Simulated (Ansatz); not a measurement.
Geometry relaxation, with input and output: GeH$_{7}$OF (part 1 of 2)

The run: geometry relaxation of GeH$_{7}$OF. Method and program: RKS PBE0-D4/def2-TZVP (Ansatz 0.2.0).

The geometry is a transition state displaced along its imaginary mode. The reaction was set up to form Ge1–F7, H6–O9 and H2–H8 and to break Ge1–H2, H6–F7 and H8–O9 (atoms counted from 1 in the order of the input); sticks are drawn by distance alone. Figures and captions count atoms from 1; the log counts them from 0 in places.

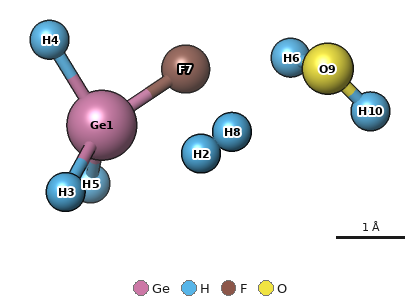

The structure as given in the input (ball-and-stick view, seen at a tilt; atoms are numbered from 1 in the order of the input). Sticks mark near contacts. Bond lengths as drawn: F–Ge 1.69 Å, Ge–H 1.52 to 1.63 Å, H–H 0.57 Å and H–O 0.92 to 0.94 Å.

Summary:

- outcome: converged
- total energy: −61386.4712 eV
- mean-field energy: −61386.3790 eV
- dispersion energy: −0.0922 eV
- SCF solution under orbital rotations: stable
- largest force (length of the vector) at the end: 0.006 eV/Å
- dipole moment: 0.78 D
- hardware: 4 threads of Arm Neoverse V2, 23 GiB of memory available, shared host
- wall time: 50 s (CPU time 3 min)
- peak memory: 0.33 GiB

The input:
```yaml
crystal:
  periodic: [false, false, false]
  atoms:
    - {symbol: Ge, position_ang: [-0.586234, -1.007136, -0.752201]}
    - {symbol: H, position_ang: [1.097317, -0.108510, -0.204740]}
    - {symbol: H, position_ang: [0.682722, -1.717059, -1.491146]}
    - {symbol: H, position_ang: [-1.074146, -2.123840, 0.163376]}
    - {symbol: H, position_ang: [-1.354381, -0.443425, -1.941161]}
    - {symbol: H, position_ang: [-0.154213, 1.214519, 1.206106]}
    - {symbol: F, position_ang: [-1.237306, 0.204555, 0.232556]}
    - {symbol: H, position_ang: [1.042569, 0.245142, 0.235937]}
    - {symbol: O, position_ang: [0.693622, 1.452778, 1.477372]}
    - {symbol: H, position_ang: [0.889951, 2.282875, 1.073901]}
basis:
  gaussian: {orbitals: def2-TZVP}
hamiltonian: {xc: pbe0, dispersion: d4}
relax: {f_tol: 0.005, max_steps: 200}
```

Command:
```bash
ansatz run in.yaml --threads 4 --pin off --events-out ev --progress --plain --max-ram 9574MiB
```

Log:
```
Functional definition: PBE0
  name "PBE0"
  cite "Adamo & Barone, J. Chem. Phys. 110, 6158 (1999) doi:10.1063/1.478522"
  cite "Perdew, Burke & Ernzerhof, Phys. Rev. Lett. 77, 3865 (1996) doi:10.1103/PhysRevLett.77.3865"
  parent pbe
  parameter a = 0.25
  parameter kappa = 0.804
  parameter beta = 0.06672455060314922
  exchange = (1 - a)*pbe_x(kappa = kappa, mu = beta*pi^2/3) + a*exact_x
  correlation = pbe_c(beta = beta)
1016 factors; their error is unknown
mean field evaluation 1: about -61378.1704 eV, gradient 6.0e1 eV
mean field evaluation 2: about -61370.8681 eV, gradient 9.0e1 eV
mean field evaluation 4: about -61383.3274 eV, gradient 2.2e0 eV
mean field evaluation 8: about -61383.3343 eV, gradient 4.2e-2 eV
mean field evaluation 16: about -61383.6146 eV, gradient 4.7e-5 eV
mean field -61383.61461792 eV, -2255.8062299002 hartree, gradient 4.7e-5 eV, S^2 0.000000; 0 other end points of the search recorded, 0 dependent functions left out
the calculation of the forces begins
reference -61383.61464658 eV, -2255.8062309535 hartree; 28, 28 occupied and 124, 124 virtual orbitals, 1016 factors
relax step   1: F+E_penalty+E_count = -61383.71967921 eV  Δ(F+E_penalty+E_count) = +0.000e0 eV  max|allowed force component| = 9.894e0 eV/Å  Δτ_max = 0.0000 Å  (26 SCF iters, accepted)
these checks for a lower state are left out or cut short: starts, cluster_reference, orbital_swaps, neighbouring_geometries, increment
1016 factors; their error is unknown
mean field -61385.38879127 eV, -2255.8714295681 hartree, gradient 1.5e-5 eV, S^2 0.000000; 0 other end points of the search recorded, 0 dependent functions left out
[... from here on the field's lines of each further geometry are left out, up to the last ...]
relax step   2: F+E_penalty+E_count = -61385.48936908 eV  Δ(F+E_penalty+E_count) = -1.770e0 eV  max|allowed force component| = 1.130e0 eV/Å  Δτ_max = 0.1949 Å  (36 SCF iters, accepted)
relax step   3: F+E_penalty+E_count = -61385.88138526 eV  Δ(F+E_penalty+E_count) = -3.920e-1 eV  max|allowed force component| = 5.154e-1 eV/Å  Δτ_max = 0.1941 Å  (28 SCF iters, accepted)
relax step   4: F+E_penalty+E_count = -61386.17289035 eV  Δ(F+E_penalty+E_count) = -2.915e-1 eV  max|allowed force component| = 5.409e-1 eV/Å  Δτ_max = 0.1997 Å  (30 SCF iters, accepted)
relax step   5: F+E_penalty+E_count = -61386.33989588 eV  Δ(F+E_penalty+E_count) = -1.670e-1 eV  max|allowed force component| = 2.922e-1 eV/Å  Δτ_max = 0.2000 Å  (30 SCF iters, accepted)
relax step   6: F+E_penalty+E_count = -61386.40409773 eV  Δ(F+E_penalty+E_count) = -6.420e-2 eV  max|allowed force component| = 8.842e-2 eV/Å  Δτ_max = 0.2000 Å  (29 SCF iters, accepted)
relax step   7: F+E_penalty+E_count = -61386.42914861 eV  Δ(F+E_penalty+E_count) = -2.505e-2 eV  max|allowed force component| = 4.771e-2 eV/Å  Δτ_max = 0.2000 Å  (29 SCF iters, accepted)
relax step   8: F+E_penalty+E_count = -61386.38369889 eV  Δ(F+E_penalty+E_count) = +4.545e-2 eV  max|allowed force component| = 1.147e0 eV/Å  Δτ_max = 0.1999 Å  (30 SCF iters, rejected (line search))
relax step   9: F+E_penalty+E_count = -61386.43596513 eV  Δ(F+E_penalty+E_count) = -6.817e-3 eV  max|allowed force component| = 2.457e-1 eV/Å  Δτ_max = 0.0977 Å  (29 SCF iters, accepted)
relax step  10: F+E_penalty+E_count = -61386.44279734 eV  Δ(F+E_penalty+E_count) = -6.832e-3 eV  max|allowed force component| = 7.263e-2 eV/Å  Δτ_max = 0.0999 Å  (29 SCF iters, accepted)
relax step  11: F+E_penalty+E_count = -61386.44802944 eV  Δ(F+E_penalty+E_count) = -5.232e-3 eV  max|allowed force component| = 1.907e-1 eV/Å  Δτ_max = 0.1480 Å  (30 SCF iters, accepted)
relax step  12: F+E_penalty+E_count = -61386.45042215 eV  Δ(F+E_penalty+E_count) = -2.393e-3 eV  max|allowed force component| = 2.983e-1 eV/Å  Δτ_max = 0.1755 Å  (30 SCF iters, accepted)
relax step  13: F+E_penalty+E_count = -61386.45340923 eV  Δ(F+E_penalty+E_count) = -2.987e-3 eV  max|allowed force component| = 1.531e-1 eV/Å  Δτ_max = 0.0368 Å  (31 SCF iters, accepted)
relax step  14: F+E_penalty+E_count = -61386.45620480 eV  Δ(F+E_penalty+E_count) = -2.796e-3 eV  max|allowed force component| = 8.566e-2 eV/Å  Δτ_max = 0.0754 Å  (29 SCF iters, accepted)
relax step  15: F+E_penalty+E_count = -61386.45665186 eV  Δ(F+E_penalty+E_count) = -4.471e-4 eV  max|allowed force component| = 3.217e-1 eV/Å  Δτ_max = 0.1940 Å  (28 SCF iters, accepted)
relax step  16: F+E_penalty+E_count = -61386.45970725 eV  Δ(F+E_penalty+E_count) = -3.055e-3 eV  max|allowed force component| = 1.734e-1 eV/Å  Δτ_max = 0.0399 Å  (31 SCF iters, accepted)
relax step  17: F+E_penalty+E_count = -61386.46159672 eV  Δ(F+E_penalty+E_count) = -1.889e-3 eV  max|allowed force component| = 1.553e-2 eV/Å  Δτ_max = 0.0331 Å  (31 SCF iters, accepted)
relax step  18: F+E_penalty+E_count = -61386.46269714 eV  Δ(F+E_penalty+E_count) = -1.100e-3 eV  max|allowed force component| = 6.315e-2 eV/Å  Δτ_max = 0.0729 Å  (29 SCF iters, accepted)
relax step  19: F+E_penalty+E_count = -61386.46309003 eV  Δ(F+E_penalty+E_count) = -3.929e-4 eV  max|allowed force component| = 1.731e-1 eV/Å  Δτ_max = 0.0626 Å  (30 SCF iters, accepted)
relax step  20: F+E_penalty+E_count = -61386.46376136 eV  Δ(F+E_penalty+E_count) = -6.713e-4 eV  max|allowed force component| = 9.555e-2 eV/Å  Δτ_max = 0.0118 Å  (31 SCF iters, accepted)
relax step  21: F+E_penalty+E_count = -61386.46431542 eV  Δ(F+E_penalty+E_count) = -5.541e-4 eV  max|allowed force component| = 5.893e-2 eV/Å  Δτ_max = 0.0349 Å  (31 SCF iters, accepted)
relax step  22: F+E_penalty+E_count = -61386.46475498 eV  Δ(F+E_penalty+E_count) = -4.396e-4 eV  max|allowed force component| = 2.125e-1 eV/Å  Δτ_max = 0.0782 Å  (29 SCF iters, accepted)
relax step  23: F+E_penalty+E_count = -61386.46526564 eV  Δ(F+E_penalty+E_count) = -5.107e-4 eV  max|allowed force component| = 1.230e-1 eV/Å  Δτ_max = 0.0196 Å  (31 SCF iters, accepted)
relax step  24: F+E_penalty+E_count = -61386.46601002 eV  Δ(F+E_penalty+E_count) = -7.444e-4 eV  max|allowed force component| = 2.996e-2 eV/Å  Δτ_max = 0.0406 Å  (30 SCF iters, accepted)
relax step  25: F+E_penalty+E_count = -61386.46412175 eV  Δ(F+E_penalty+E_count) = +1.888e-3 eV  max|allowed force component| = 3.392e-1 eV/Å  Δτ_max = 0.1583 Å  (30 SCF iters, rejected (line search))
relax step  26: F+E_penalty+E_count = -61386.46623554 eV  Δ(F+E_penalty+E_count) = -2.255e-4 eV  max|allowed force component| = 1.819e-2 eV/Å  Δτ_max = 0.0206 Å  (31 SCF iters, accepted)
relax step  27: F+E_penalty+E_count = -61386.46702367 eV  Δ(F+E_penalty+E_count) = -7.881e-4 eV  max|allowed force component| = 8.570e-2 eV/Å  Δτ_max = 0.0977 Å  (30 SCF iters, accepted)
relax step  28: F+E_penalty+E_count = -61386.46763690 eV  Δ(F+E_penalty+E_count) = -6.132e-4 eV  max|allowed force component| = 5.419e-2 eV/Å  Δτ_max = 0.0278 Å  (31 SCF iters, accepted)
relax step  29: F+E_penalty+E_count = -61386.46892183 eV  Δ(F+E_penalty+E_count) = -1.285e-3 eV  max|allowed force component| = 8.864e-2 eV/Å  Δτ_max = 0.1174 Å  (29 SCF iters, accepted)
relax step  30: F+E_penalty+E_count = -61386.46885190 eV  Δ(F+E_penalty+E_count) = +6.992e-5 eV  max|allowed force component| = 1.836e-1 eV/Å  Δτ_max = 0.0893 Å  (30 SCF iters, rejected (line search))
relax step  31: F+E_penalty+E_count = -61386.46997567 eV  Δ(F+E_penalty+E_count) = -1.054e-3 eV  max|allowed force component| = 4.410e-2 eV/Å  Δτ_max = 0.0441 Å  (30 SCF iters, accepted)
relax step  32: F+E_penalty+E_count = -61386.47033453 eV  Δ(F+E_penalty+E_count) = -3.589e-4 eV  max|allowed force component| = 1.522e-1 eV/Å  Δτ_max = 0.0751 Å  (29 SCF iters, accepted)
relax step  33: F+E_penalty+E_count = -61386.47071046 eV  Δ(F+E_penalty+E_count) = -3.759e-4 eV  max|allowed force component| = 8.013e-2 eV/Å  Δτ_max = 0.0122 Å  (32 SCF iters, accepted)
relax step  34: F+E_penalty+E_count = -61386.47099616 eV  Δ(F+E_penalty+E_count) = -2.857e-4 eV  max|allowed force component| = 3.454e-3 eV/Å  Δτ_max = 0.0171 Å  (31 SCF iters, accepted)
relax step  35: F+E_penalty+E_count = -61386.47112729 eV  Δ(F+E_penalty+E_count) = -1.311e-4 eV  max|allowed force component| = 1.137e-2 eV/Å  Δτ_max = 0.0343 Å  (30 SCF iters, accepted)
relax step  36: F+E_penalty+E_count = -61386.47115513 eV  Δ(F+E_penalty+E_count) = -2.784e-5 eV  max|allowed force component| = 1.166e-2 eV/Å  Δτ_max = 0.0221 Å  (31 SCF iters, accepted)
the calculation of the forces begins
reference -61386.37902293 eV, -2255.9078199106 hartree; 28, 28 occupied and 124, 124 virtual orbitals, 1016 factors
relax step  37: F+E_penalty+E_count = -61386.47115978 eV  Δ(F+E_penalty+E_count) = -4.649e-6 eV  max|allowed force component| = 4.168e-3 eV/Å  Δτ_max = 0.0033 Å  (32 SCF iters, accepted)
```

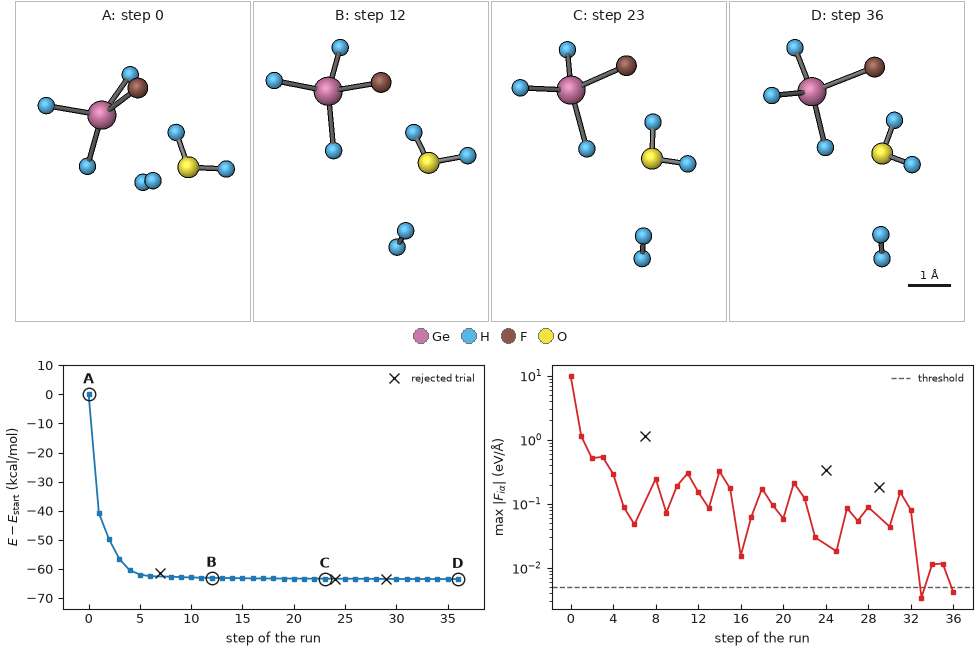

Frames of the relaxation (ball-and-stick view, seen at a tilt) above the curves, on which the letters mark them (the first geometry is step 0 here and step 1 in the log).

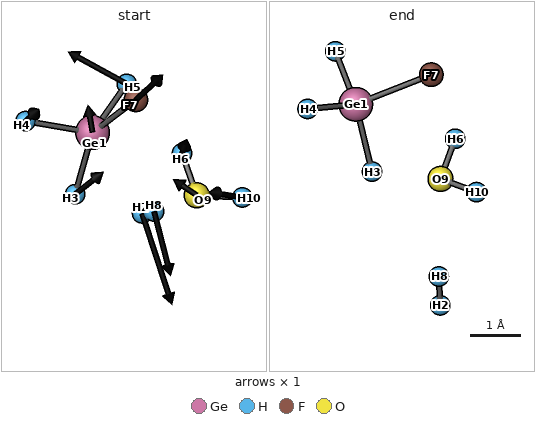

Before (left) and after (right) the relaxation, at one scale (ball-and-stick view, seen at a tilt). The black arrows give the displacements, at true length. The atom that moves furthest after the best rigid fit is H2 (1.95 Å). By element the largest moves are H 1.95 Å, F 0.99 Å, O 0.60 Å, Ge 0.58 Å. Among the contacts that change: H2–H8 0.568 → 0.749 Å, Ge1–H3 1.631 → 1.529 Å, Ge1–F7 1.692 → 1.760 Å, H6–O9 0.922 → 0.965 Å. Among the angles that change: H3–Ge1–F7 151.0° → 105.9°, H5–Ge1–F7 89.7° → 104.5°, H4–Ge1–F7 93.0° → 105.9°. The energy falls by 63.5 kcal/mol in 36 geometry steps. Largest force component: 9.9 eV/Å at the start, 0.0042 eV/Å at the end. The line search rejected the trial steps at points 7, 24, 29 (counted from 0) and went back. (Atoms are counted from 1 in the order of the input.)

```
1016 factors; their error is unknown
mean field -61386.37899041 eV, -2255.9078187153 hartree, gradient 7.1e-5 eV, S^2 0.000000; 1 other end points of the search recorded, 0 dependent functions left out
the calculation of the forces begins
reference -61386.37902293 eV, -2255.9078199106 hartree; 28, 28 occupied and 124, 124 virtual orbitals, 1016 factors
Total energy: -61386.47119230 eV, -2255.9112070725 hartree
Atom 0 at    -1.143275    -1.027794    -0.850096 Å, force    -0.003420     0.003460     0.003906 eV/Å
Atom 1 at     3.027233     0.180861    -0.154911 Å, force    -0.000316     0.000787    -0.000120 eV/Å
Atom 2 at     0.313194    -1.039480    -1.315693 Å, force    -0.000279    -0.000008    -0.001705 eV/Å
Atom 3 at    -1.361366    -1.694220     0.508725 Å, force    -0.000044    -0.000279     0.000755 eV/Å
Atom 4 at    -2.117627    -1.528123    -1.923318 Å, force     0.001309     0.000798    -0.001457 eV/Å
Atom 5 at    -0.406874     1.291165     0.824551 Å, force    -0.000515    -0.001168     0.002373 eV/Å
Atom 6 at    -1.563735     0.666320    -0.628281 Å, force     0.002561    -0.004168    -0.002383 eV/Å
Atom 7 at     2.394977     0.340418     0.213383 Å, force     0.000096    -0.000461     0.000263 eV/Å
Atom 8 at     0.276548     1.007337     1.443155 Å, force     0.001663     0.003076    -0.000156 eV/Å
Atom 9 at     0.580826     1.803415     1.882488 Å, force    -0.001054    -0.002038    -0.001476 eV/Å
Dipole moment:    -0.061517    -0.095381    -0.116314 e Å
```

Trajectory as extended XYZ (Å, eV, eV/Å), 21 of the 37 frames kept, from step=1 to step=37:
```
10
Properties=species:S:1:pos:R:3:forces:R:3 step=1 energy=-61383.71968
Ge   -0.5862   -1.0071   -0.7522    0.4492  -3.1600  -2.5700
H     1.0973   -0.1085   -0.2047    1.8200  -7.9094  -9.8939
H     0.6827   -1.7171   -1.4911   -0.3559   0.8446   0.7113
H    -1.0741   -2.1238    0.1634   -0.1941  -0.3972  -0.0629
H    -1.3544   -0.4434   -1.9412   -0.2657  -0.2777  -0.4799
H    -0.1542    1.2145    1.2061   -2.4858  -0.4939  -0.5982
F    -1.2373    0.2046    0.2326   -0.4003   2.3949   1.9214
H     1.0426    0.2451    0.2359   -0.9467   7.6193   9.5224
O     0.6936    1.4528    1.4774    2.2432   0.5560   1.7130
H     0.8900    2.2829    1.0739    0.1361   0.8234  -0.2631
10
Properties=species:S:1:pos:R:3:forces:R:3 step=3 energy=-61385.88139
Ge   -0.7749   -1.1794   -0.8847   -0.5154   0.3004   0.2652
H     1.4034   -0.1775   -0.2696    0.3352   0.1394   0.1029
H     0.5850   -1.5988   -1.4067    0.4008   0.1644   0.0598
H    -1.2701   -2.2790    0.0279   -0.3577  -0.3125  -0.0075
H    -1.5559   -0.6545   -2.0677   -0.4385  -0.1654  -0.2838
H    -0.1352    1.2876    1.3017    0.3408   0.1931   0.1556
F    -1.0697    0.2104    0.1965    0.2494  -0.3224  -0.3278
H     1.2449    0.3094    0.2858    0.3454  -0.1239  -0.1186
O     0.6941    1.6450    1.6648   -0.2884   0.1632   0.0828
H     0.8781    2.4368    1.1521   -0.0715  -0.0363   0.0715
10
Properties=species:S:1:pos:R:3:forces:R:3 step=5 energy=-61386.33990
Ge   -0.9340   -1.2568   -0.9387    0.0410   0.1745   0.1228
H     1.7929   -0.1020   -0.2836    0.1388   0.0386   0.0263
H     0.5224   -1.5485   -1.3335   -0.1509   0.0743   0.0562
H    -1.5298   -2.3753   -0.0851   -0.0740  -0.0429  -0.0206
H    -1.7806   -0.8294   -2.1378   -0.0717  -0.0584  -0.0344
H    -0.1165    1.3215    1.3654    0.2922   0.1227   0.1310
F    -0.9868    0.1603    0.1150   -0.0126  -0.2529  -0.2218
H     1.5849    0.3327    0.2905    0.1295  -0.0166  -0.0206
O     0.6331    1.7710    1.7875   -0.2538   0.0436  -0.1316
H     0.8142    2.5264    1.2202   -0.0385  -0.0828   0.0927
```
